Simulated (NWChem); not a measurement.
**the pair BNH6···CH2FN, step by step**

We compute the energy (singlet CH8BFN2, B97-D/3-21G), then the energy (singlet BNH6, B97-D/3-21G), then the energy (singlet CH2FN, B97-D/3-21G), then a single-point energy (singlet BNH6, B97-D/3-21G), then a single-point energy (singlet CH2FN, B97-D/3-21G) of CH8BFN2 and its partners. 

The calculation is run with NWChem 7.3.0.

## (1) Starting point

CH8BFN2: 13 atoms, total charge 0, spin state singlet. The two molecules were placed rigidly side by side, at 0.9 times their contact distance; the pair isn't optimised.

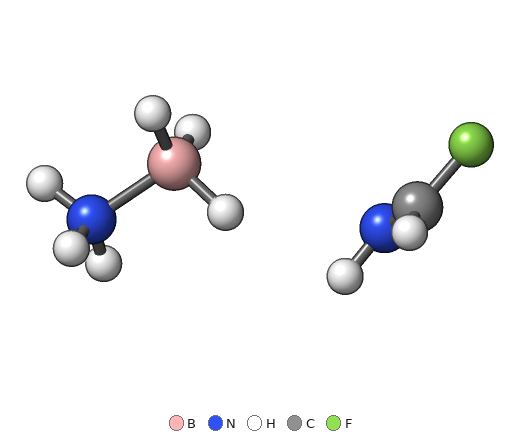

The structure, seen from a chosen angle (boron pink, nitrogen blue, hydrogen white, carbon grey, fluorine green).

## (2) A single-point energy at B97-D/3-21G (run 1)

The input, work.nw:

```
start work
title "CH8BFN2"
memory stack 880 mb heap 220 mb global 1100 mb

geometry units angstrom noautosym nocenter noautoz
B    -0.202830    0.257950   -0.768420
N     0.194970   -0.247950    0.738680
H    -0.089730   -0.721250   -1.474020
H    -1.344120    0.656850   -0.680220
H     0.592880    1.133750   -1.031420
H     0.129270    0.514150    1.405680
H     1.145080   -0.604150    0.762280
H    -0.425520   -0.989350    1.047480
N     1.820890    1.933940   -3.161870
C     1.295330    2.985290   -3.562960
F     0.756440    3.038480   -4.776040
H     2.184610    2.053480   -2.221050
H     1.187890    3.948400   -3.060150
end

basis "ao basis" spherical bse
* library 3-21G
end

dft
xc becke97-d
mult 1
grid fine
convergence energy 1e-08
iterations 100
mulliken
noprint "final vectors analysis"
end

task dft
```

Started as:

```bash
nwchem work.nw > work.out
```

Output:

```text
[...]
          Wavefunction type:  closed shell.
          No. of atoms     :    13
          No. of electrons :    42
[...]
          Charge           :     0
          Spin multiplicity:     1
[...]
          AO basis - number of functions:    61
[...]
              XC Information
              --------------
                   Becke 97-D Method XC Functional
                  Becke 1997-D Exchange Functional  1.000
                Becke 1997-D Correlation Potential  1.000
[...]
 d= 0,ls=0.0,diis     1   -275.2545985656 -4.32D+02  3.10D-02  1.22D+00     2.2
[...]
 d= 0,ls=0.0,diis    11   -275.4061195585 -9.78D-09  4.88D-07  2.22D-09    13.9
         Total DFT energy =     -275.406119558504
      One electron energy =     -686.300701781755
           Coulomb energy =      290.637492409101
    Exchange-Corr. energy =      -36.495317498545
 Nuclear repulsion energy =      156.761830870646
    Dispersion correction =       -0.009423557951
[...]
      Total Density - Mulliken Population Analysis
     ---------------------------------------------
    Atom       Charge   Shell Charges
 -----------   ------   -------------------------------------------------------
    1 B    5     5.24   1.98  0.36  1.32  0.70  0.87
    2 N    7     7.72   1.99  0.39  1.91  1.33  2.11
    3 H    1     1.01   0.46  0.54
    4 H    1     1.02   0.46  0.56
    5 H    1     1.05   0.47  0.58
    6 H    1     0.66   0.46  0.20
    7 H    1     0.65   0.46  0.20
    8 H    1     0.65   0.45  0.20
    9 N    7     7.53   1.99  0.41  1.83  1.43  1.88
   10 C    6     5.66   1.98  0.44  1.63  0.64  0.96
[...]
```

Wall time 15 s (1 thread of Intel Xeon Platinum 8259CL at 2.50GHz (Skylake/Cascade Lake), shared host); peak memory 0.12 GiB.

## (3) BNH6: a single-point energy at B97-D/3-21G (run 2)

The input, calc.nw:

```
start calc
memory 2200 mb
charge 0
geometry units angstroms noautosym nocenter noautoz
  B    -0.202830    0.257950   -0.768420
  N     0.194970   -0.247950    0.738680
  H    -0.089730   -0.721250   -1.474020
  H    -1.344120    0.656850   -0.680220
  H     0.592880    1.133750   -1.031420
  H     0.129270    0.514150    1.405680
  H     1.145080   -0.604150    0.762280
  H    -0.425520   -0.989350    1.047480
end
basis spherical bse
  * library 3-21G
end
dft
  xc becke97-d
  grid fine
  convergence energy 1e-08
  iterations 100
  mulliken
  print low
end
task dft
```

Started as:

```bash
nwchem calc.nw > calc.out
```

Output:

```text
[...]
 d= 0,ls=0.0,diis     1    -82.6740680689 -1.23D+02  1.97D-02  2.80D-01     1.0
[...]
 d= 0,ls=0.0,diis     8    -82.7099989820 -2.98D-11  3.33D-07  8.48D-11     4.7
         Total DFT energy =      -82.709998981970
      One electron energy =     -190.535263792254
           Coulomb energy =       80.204093130724
    Exchange-Corr. energy =      -13.127884647227
 Nuclear repulsion energy =       40.754559861743
    Dispersion correction =       -0.005503534956
[...]
      Total Density - Mulliken Population Analysis
     ---------------------------------------------
    Atom       Charge   Shell Charges
 -----------   ------   -------------------------------------------------------
    1 B    5     5.26   1.98  0.36  1.32  0.71  0.88
    2 N    7     7.72   1.99  0.39  1.91  1.33  2.11
    3 H    1     1.02   0.46  0.56
    4 H    1     1.02   0.46  0.56
    5 H    1     1.02   0.46  0.56
    6 H    1     0.65   0.46  0.20
    7 H    1     0.65   0.46  0.20
    8 H    1     0.65   0.46  0.20
[...]
```

Run time: 5.4 s. Hardware: 1 thread of Intel Xeon Platinum 8259CL at 2.50GHz (Skylake/Cascade Lake), shared host; peak memory 0.11 GiB.

## (4) CH2FN: the energy at B97-D/3-21G (run 3)

The input, ch2fn.nw:

```
start ch2fn
title "CH2FN B97-D"
memory stack 880 mb heap 220 mb global 1100 mb
geometry noautosym nocenter noautoz
  N     1.820890    1.933940   -3.161870
  C     1.295330    2.985290   -3.562960
  F     0.756440    3.038480   -4.776040
  H     2.184610    2.053480   -2.221050
  H     1.187890    3.948400   -3.060150
end
basis spherical bse
  * library 3-21G
end
dft
  xc becke97-d
  mult 1
  grid fine
  convergence energy 1e-08
  maxiter 100
  mulliken
  noprint "final vectors analysis"
end
task dft energy
```

Started as:

```bash
nwchem ch2fn.nw > ch2fn.out
```

Output:

```text
[...]
          Wavefunction type:  closed shell.
          No. of atoms     :     5
          No. of electrons :    24
[...]
          Charge           :     0
          Spin multiplicity:     1
[...]
          AO basis - number of functions:    31
[...]
              XC Information
              --------------
                   Becke 97-D Method XC Functional
                  Becke 1997-D Exchange Functional  1.000
                Becke 1997-D Correlation Potential  1.000
[...]
 d= 0,ls=0.0,diis     1   -192.5820462519 -2.61D+02  5.53D-02  9.26D-01     0.4
[...]
 d= 0,ls=0.0,diis    11   -192.6952002695 -2.51D-09  6.33D-07  9.95D-10     3.1
         Total DFT energy =     -192.695200269517
      One electron energy =     -400.378143027238
           Coulomb energy =      162.492868079327
    Exchange-Corr. energy =      -23.366494977806
 Nuclear repulsion energy =       68.557710423779
    Dispersion correction =       -0.001140767580
[...]
      Total Density - Mulliken Population Analysis
     ---------------------------------------------
    Atom       Charge   Shell Charges
 -----------   ------   -------------------------------------------------------
    1 N    7     7.55   1.99  0.40  1.83  1.43  1.90
    2 C    6     5.66   1.98  0.44  1.63  0.65  0.96
    3 F    9     9.25   1.98  0.45  2.50  1.55  2.76
    4 H    1     0.72   0.47  0.25
    5 H    1     0.82   0.49  0.33
[...]
```

It took 3.9 s on 1 thread of Intel Xeon Platinum 8259CL at 2.50GHz (Skylake/Cascade Lake), shared host; peak memory 0.11 GiB.

## (5) BNH6 among ghost functions: the energy at B97-D/3-21G (with ghost functions) (run 4)

The input, test.nw:

```
START test
memory stack 880 mb heap 220 mb global 1100 mb
charge 0

GEOMETRY units bohr noautosym nocenter noautoz
B  -0.38329315  0.48745485 -1.45210335
N   0.36843990 -0.46855759  1.39590289
H  -0.16956513 -1.36296497 -2.78549410
H  -2.54001868  1.24126660 -1.28542950
H   1.12038082  2.14247699 -1.94910132
H   0.24428490  0.97160269  2.65635022
H   2.16388759 -1.14167804  1.44050043
H  -0.80411626 -1.86960054  1.97945032
bqN      3.440983     3.654617    -5.975068
bqC      2.447819     5.641381    -6.733019
bqF      1.429464     5.741895    -9.025408
bqH      4.128315     3.880515    -4.197176
bqH      2.244787     7.461395    -5.782845
END

BASIS spherical bse
B library 3-21G
N library 3-21G
H library 3-21G
bqN library N 3-21G
bqC library C 3-21G
bqF library F 3-21G
bqH library H 3-21G
END

DFT
xc becke97-d
grid fine
convergence energy 1e-08
maxiter 100
mulliken
print low
END

TASK dft energy
```

Started as:

```bash
nwchem test.nw > test.out
```

Output:

```text
[...]
 d= 0,ls=0.0,diis     1    -82.6745137160 -1.23D+02  9.71D-03  2.80D-01     1.8
[...]
 d= 0,ls=0.0,diis     8    -82.7105115597 -2.97D-11  1.52D-07  5.35D-11     9.8
         Total DFT energy =      -82.710511559653
      One electron energy =     -190.520819898565
           Coulomb energy =       80.187159112100
    Exchange-Corr. energy =      -13.125904184257
 Nuclear repulsion energy =       40.754556947094
    Dispersion correction =       -0.005503536026
[...]
      Total Density - Mulliken Population Analysis
     ---------------------------------------------
    Atom       Charge   Shell Charges
 -----------   ------   -------------------------------------------------------
    1 B    5     5.27   1.98  0.36  1.32  0.72  0.88
    2 N    7     7.72   1.99  0.39  1.91  1.33  2.11
    3 H    1     1.02   0.46  0.56
    4 H    1     1.02   0.46  0.56
    5 H    1     1.01   0.46  0.54
    6 H    1     0.65   0.45  0.20
    7 H    1     0.65   0.45  0.20
    8 H    1     0.65   0.45  0.20
    9 X    0    -0.00   0.00  0.00  0.00 -0.00 -0.00
   10 X    0     0.00  -0.00 -0.00 -0.00  0.00  0.00
[...]
```

Wall time 11 s (1 thread of Intel Xeon Platinum 8259CL at 2.50GHz (Skylake/Cascade Lake), shared host); peak memory 0.12 GiB.

## (6) CH2FN among ghost functions: the energy at B97-D/3-21G (with ghost functions) (run 5)

The input, ch2fn.nw:

```
start ch2fn
title "CH2FN"
memory total 2200 mb
geometry units au noautosym nocenter noautoz
N    3.44098340   3.65461694  -5.97506834
C    2.44781894   5.64138050  -6.73301859
F    1.42946443   5.74189504  -9.02540756
H    4.12831459   3.88051480  -4.19717621
H    2.24478677   7.46139463  -5.78284540
bqB     -0.383293     0.487455    -1.452103
bqN      0.368440    -0.468558     1.395903
bqH     -0.169565    -1.362965    -2.785494
bqH     -2.540019     1.241267    -1.285430
bqH      1.120381     2.142477    -1.949101
bqH      0.244285     0.971603     2.656350
bqH      2.163888    -1.141678     1.440500
bqH     -0.804116    -1.869601     1.979450
end
basis spherical bse
N library 3-21G
C library 3-21G
F library 3-21G
H library 3-21G
bqB library B 3-21G
bqN library N 3-21G
bqH library H 3-21G
end
dft
xc becke97-d
mult 1
grid fine
convergence energy 1e-08
iterations 100
mulliken
noprint "final vectors analysis"
end
task dft
```

Started as:

```bash
nwchem ch2fn.nw > ch2fn.out
```

Output:

```text
[...]
          Wavefunction type:  closed shell.
          No. of atoms     :    13
          No. of electrons :    24
[...]
          Charge           :     0
          Spin multiplicity:     1
[...]
          AO basis - number of functions:    61
[...]
              XC Information
              --------------
                   Becke 97-D Method XC Functional
                  Becke 1997-D Exchange Functional  1.000
                Becke 1997-D Correlation Potential  1.000
[...]
 d= 0,ls=0.0,diis     1   -192.5840784403 -2.61D+02  2.79D-02  9.25D-01     1.6
[...]
 d= 0,ls=0.0,diis    11   -192.6971789058 -2.52D-09  3.23D-07  1.01D-09    12.6
         Total DFT energy =     -192.697178905828
      One electron energy =     -400.334813696309
           Coulomb energy =      162.442878880352
    Exchange-Corr. energy =      -23.361808802914
 Nuclear repulsion energy =       68.557705480777
    Dispersion correction =       -0.001140767734
[...]
      Total Density - Mulliken Population Analysis
     ---------------------------------------------
    Atom       Charge   Shell Charges
 -----------   ------   -------------------------------------------------------
    1 N    7     7.55   1.99  0.40  1.83  1.43  1.90
    2 C    6     5.66   1.98  0.44  1.63  0.65  0.96
    3 F    9     9.24   1.98  0.45  2.50  1.55  2.76
    4 H    1     0.72   0.47  0.24
    5 H    1     0.82   0.49  0.33
    6 X    0     0.00  -0.00 -0.00 -0.00 -0.00  0.00
    7 X    0     0.00  -0.00 -0.00 -0.00  0.00  0.00
    8 X    0    -0.00  -0.00 -0.00
    9 X    0     0.00   0.00  0.00
   10 X    0     0.01  -0.00  0.01
[...]
```

Run time: 13 s. Hardware: 1 thread of Intel Xeon Platinum 8259CL at 2.50GHz (Skylake/Cascade Lake), shared host; peak memory 0.12 GiB.

## (7) Results

| quantity | value |
| --- | --- |
| run 1, B97-D/3-21G: total energy | -275.40612 Eh |
| run 1, B97-D/3-21G: dipole moment | 7.72 D |
| run 1, B97-D/3-21G: dispersion energy | -24.74 kJ/mol |
| BNH6: total energy | -82.71000 Eh |
| BNH6: dispersion energy | -14.45 kJ/mol |
| CH2FN: total energy | -192.69520 Eh |
| CH2FN: dipole moment | 2.76 D |
| CH2FN: dispersion energy | -3.00 kJ/mol |
| BNH6 among ghost functions: total energy | -82.71051 Eh |
| BNH6 among ghost functions: dispersion energy | -14.45 kJ/mol |
| CH2FN among ghost functions: total energy | -192.69718 Eh |
| CH2FN among ghost functions: dipole moment | 2.76 D |
| CH2FN among ghost functions: dispersion energy | -3.00 kJ/mol |
| interaction energy of the rigid parts BNH6 and CH2FN (parts in their own basis; closest atoms 2.19 Å apart) | -0.025 eV |
| interaction energy of the rigid parts BNH6 and CH2FN (parts in the whole basis, counterpoise; closest atoms 2.19 Å apart) | 0.043 eV |

What this shows: The interaction energy of the rigid parts BNH6 and CH2FN (parts in their own basis; closest atoms 2.19 Å apart) is −0.03 eV (−2.4 kJ/mol). Without counterpoise this holds the superposition error of the basis. The interaction energy of the rigid parts BNH6 and CH2FN (parts in the whole basis, counterpoise; closest atoms 2.19 Å apart) is 0.04 eV (4.1 kJ/mol): the parts repel at this shape. The basis-set superposition error is 6.5 kJ/mol. It is larger than the uncorrected attraction, which is thus an artefact of the basis. Mulliken charges (BNH6) run from -0.72 on N2 to +0.35 on H6. Mulliken charges (CH2FN) run from -0.55 on N1 to +0.34 on C2; they depend strongly on the basis.
